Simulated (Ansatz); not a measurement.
# GaSiH4OF (SMILES [F][GaH][O][SiH3]) at PBE-QIDH/6-31G(d) (spherical functions)

Aim: the energy change on altering one bond length of GaSiH4OF at PBE-QIDH/6-31G* (spherical functions), from 2 runs. 

The calculation is run with Ansatz 0.2.0.

130 further runs of the same task are left out: 3 that didn't finish, 127 set aside as unsound or not needed.

### 1 Starting point

The species is GaSiH4OF (8 atoms), meant as a singlet with charge 0. SMILES: `[F][GaH][O][SiH3]`. Geometry: relaxed at PBE0-D4/def2-TZVP. This is one conformer, not always the lowest.

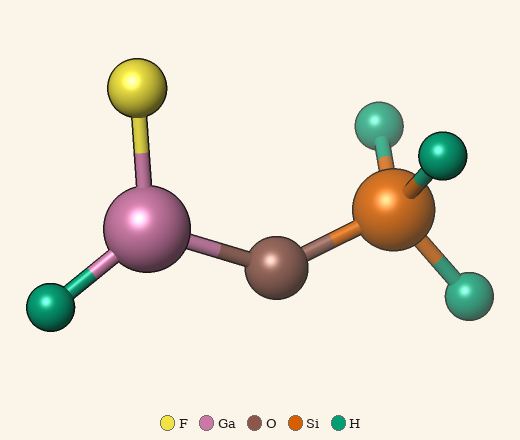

The structure, seen from a chosen angle (fluorine yellow, gallium pink, oxygen brown, silicon orange, hydrogen teal).

### 2 A single-point energy at PBE-QIDH/6-31G(d) (spherical functions)

File molecule.yaml:

```yaml
basis:
  gaussian:
    orbitals: 6-31G_st_-spherical.json
crystal:
  periodic: [false, false, false]
  atoms:
    - symbol: F
      position_ang: [0.857100, 1.472000, 1.846200]
    - symbol: Ga
      position_ang: [1.323900, 1.220200, 0.177500]
    - symbol: O
      position_ang: [0.322200, 0.024800, -0.644000]
    - symbol: Si
      position_ang: [-0.952800, -0.945800, -0.299100]
    - symbol: H
      position_ang: [2.493100, 1.984200, -0.463100]
    - symbol: H
      position_ang: [-1.287500, -1.717200, -1.523200]
    - symbol: H
      position_ang: [-0.618600, -1.894300, 0.796900]
    - symbol: H
      position_ang: [-2.137300, -0.143800, 0.108800]
hamiltonian:
  xc: {name: PBE-QIDH}
correlation:
  frozen_orbitals: {F: 1, Ga: 9, H: 0, O: 1, Si: 5}
accuracy: high
output:
  orbitals: {seedname: orbitals}
```

The basis set 6-31G* is read from a file made from the Basis Set Exchange's data (not shown).

Run with:

```bash
$ ansatz run molecule.yaml --threads 1 --pin off --max-ram 3480MiB --events-out events.jsonl --progress --plain --runs-dir runs
```

The program printed:

```text
Warning: RAYON_NUM_THREADS=1 ignored (pool sized by the plan → 1); use --threads N
Functional definition: PBE-QIDH
  name "PBE-QIDH"
  parameter a = 3^(-1/3)
  parameter c = 1/3
  exchange = (1 - a)*pbe_x + a*exact_x
  correlation = (1 - c)*pbe_c + c*(mp2_os + mp2_ss)
1863 factors; integrals over basis functions are off by at most 4.5e-9 eV
mean field evaluation 1: about -65038.5427 eV, gradient 5.1e1 eV
mean field evaluation 2: about -65038.6225 eV, gradient 5.1e1 eV
mean field evaluation 4: about -65043.2970 eV, gradient 3.0e0 eV
mean field evaluation 8: about -65043.3244 eV, gradient 2.7e-1 eV
mean field evaluation 16: about -65043.3246 eV, gradient 2.9e-5 eV
mean field -65043.32458982 eV, -2390.2980907268 hartree, gradient 3.1e-8 eV, S^2 0.000000; 0 other end points of the search recorded, 0 dependent functions left out
16 core orbitals not correlated: weight in the atoms' cores, before any rotation towards them, 1.000 or more for the frozen orbitals, at most 0.000 for the correlated occupied ones
reference -65043.32459134 eV, -2390.2980907828 hartree; 17, 17 occupied and 53, 53 virtual orbitals, 1863 factors
second order -20.55823433 eV of doubles, -0.00000000 eV of singles
Total energy: -65050.17733612 eV, -2390.5499245084 hartree
```

Run time: 11 s. Hardware: 1 thread of Intel Xeon Platinum 8488C (Sapphire Rapids), shared host; peak memory 0.34 GiB.

### 3 The distorted shape at the same level

File input.yaml:

```yaml
crystal:
  periodic: [false, false, false]
  atoms:
    - symbol: F
      position_ang: [1.048378, 1.617611, 1.794457]
    - symbol: Ga
      position_ang: [1.515178, 1.365811, 0.125757]
    - symbol: O
      position_ang: [0.513478, 0.170411, -0.695743]
    - symbol: Si
      position_ang: [-0.952800, -0.945800, -0.299100]
    - symbol: H
      position_ang: [2.684378, 2.129811, -0.514843]
    - symbol: H
      position_ang: [-1.287500, -1.717200, -1.523200]
    - symbol: H
      position_ang: [-0.618600, -1.894300, 0.796900]
    - symbol: H
      position_ang: [-2.137300, -0.143800, 0.108800]
basis:
  gaussian:
    orbitals: 6-31G_st_-spherical.json
hamiltonian:
  xc: {name: PBE-QIDH}
correlation:
  frozen_orbitals: {F: 1, Ga: 9, H: 0, O: 1, Si: 5}
accuracy: high
output:
  orbitals: {seedname: orbitals}
```

The basis set 6-31G* is read from a file made from the Basis Set Exchange's data (not shown).

Run with:

```bash
$ ansatz run input.yaml --threads 1 --pin off --max-ram 3480MiB --events-out events.jsonl --progress --plain --runs-dir runs
```

The program printed:

```text
Warning: RAYON_NUM_THREADS=1 ignored (pool sized by the plan → 1); use --threads N
[... 6 set-up lines as earlier in the session ...]
1853 factors; integrals over basis functions are off by at most 7.0e-9 eV
mean field evaluation 1: about -65037.5121 eV, gradient 5.2e1 eV
mean field evaluation 2: about -65037.5873 eV, gradient 5.2e1 eV
mean field evaluation 4: about -65042.5602 eV, gradient 5.0e0 eV
mean field evaluation 8: about -65042.6162 eV, gradient 2.9e-1 eV
mean field evaluation 16: about -65042.6164 eV, gradient 3.1e-5 eV
mean field -65042.61643483 eV, -2390.2720665112 hartree, gradient 7.8e-8 eV, S^2 0.000000; 0 other end points of the search recorded, 0 dependent functions left out
16 core orbitals not correlated: weight in the atoms' cores, before any rotation towards them, 1.000 or more for the frozen orbitals, at most 0.000 for the correlated occupied ones
reference -65042.61643637 eV, -2390.2720665677 hartree; 17, 17 occupied and 53, 53 virtual orbitals, 1853 factors
second order -20.86133384 eV of doubles, -0.00000000 eV of singles
Total energy: -65049.57021432 eV, -2390.5276131938 hartree
```

Wall time 9.9 s (1 thread of Intel Xeon Platinum 8488C (Sapphire Rapids), shared host); peak memory 0.33 GiB.

### 4 What came out

Level: PBE-QIDH/6-31G* (spherical functions), 16 core orbitals frozen.

| quantity | value |
| --- | --- |
| first shape: total energy | -2390.54992 Eh |
| first shape: HOMO energy (SCF part's orbitals) | -11.03 eV |
| first shape: LUMO energy (SCF part's orbitals) | 0.44 eV |
| first shape: HOMO–LUMO gap (SCF part's orbitals) | 11.47 eV |
| distorted shape: total energy | -2390.52761 Eh |
| distorted shape: HOMO energy (SCF part's orbitals) | -11.09 eV |
| distorted shape: LUMO energy (SCF part's orbitals) | 0.78 eV |
| distorted shape: HOMO–LUMO gap (SCF part's orbitals) | 11.86 eV |
| energy change with the O3–Si4 bond stretched from 1.639 to 1.885 Å | 0.607 eV |

What this shows: With the O3–Si4 bond stretched from 1.639 to 1.885 Å the energy rises by 0.61 eV (58.6 kJ/mol). The first shape isn't relaxed at this level, so the change isn't measured from a minimum.
